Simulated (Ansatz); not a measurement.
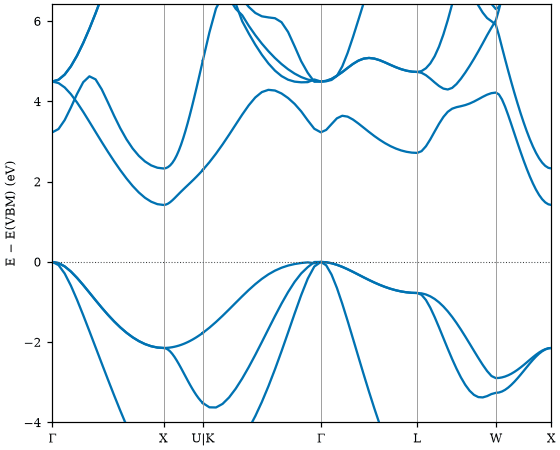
Figure. Band structure from the program Ansatz at the LDA level (PAW)

**Question.** Read off the gap and where the band edges lie.

**Answer.** About 1.4 eV (1.42 eV by a search for the band edges); maximum at Γ, minimum at X.

The material is AlP (zinc blende, space group No. 216).

Space group F-43m (zinc blende). The cell was relaxed with LDA under the symmetry of its start; phonons on a q-mesh show no instability.

Potentials: the later of the program's two PAW sets.
